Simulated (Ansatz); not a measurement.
**Group exchange: CHF3S + SiH3(SH) → SiH3(CF3) + H2S2**

Species: CHF3S (trifluoromethanethiol) `FC(F)(F)S`, singlet; SiH3(SH) (sulfanylsilane), singlet; SiH3(CF3), singlet; H2S2 `SS`, singlet. The partners trade SH for SiH3: C–SH and S–SiH3 bonds give way to C–SiH3 and S–SH.

Shapes, held fixed at every level: PBE0-D4/def2-TZVP. Flexible molecules stand in one conformer, not always the lowest. Programs: Ansatz 0.2.0. The zero-point and thermal change to 298 K, harmonic and unscaled (PBE0-D4/def2-TZVP), is -0.2 kJ/mol.

```
               level                    kind  ΔH(298 K) (kJ/mol)  less CCSD(T)/CBS estimate
       HF/def2-TZVPP            Hartree–Fock               +70.0                       +2.6
    SPW92/def2-TZVPP                     LDA               +69.6                       +2.2
   PBE-D4/def2-TZVPP                     GGA               +62.4                       -5.0
 B3LYP-D4/def2-TZVPP           global hybrid               +60.3                       -7.1
  wB97M-V/def2-TZVPP  range-separated hybrid               +67.9                       +0.5
        MP2/def2-SVP     perturbation theory               +95.1                      +27.7
      MP2/def2-TZVPP     perturbation theory               +76.9                       +9.5
CCSD(T)/CBS estimate   coupled cluster or CI               +67.4                        0.0
```

The highest level, CCSD(T)/CBS estimate, gives ΔH(298 K) = +67.4 kJ/mol; the levels span +60.3 to +95.1. The column of differences is taken from that level and isn't an error. No measured value is set beside it here. The CBS estimate extrapolates MP2 from def2-TZVPP and def2-QZVPP and adds CCSD(T) − MP2 in the triple-zeta set, cores frozen.

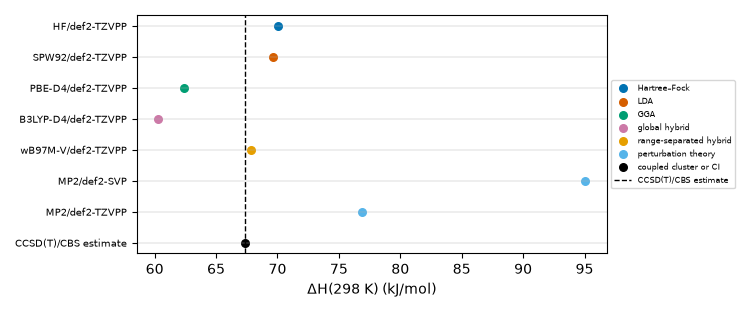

The values of the table, level by level.
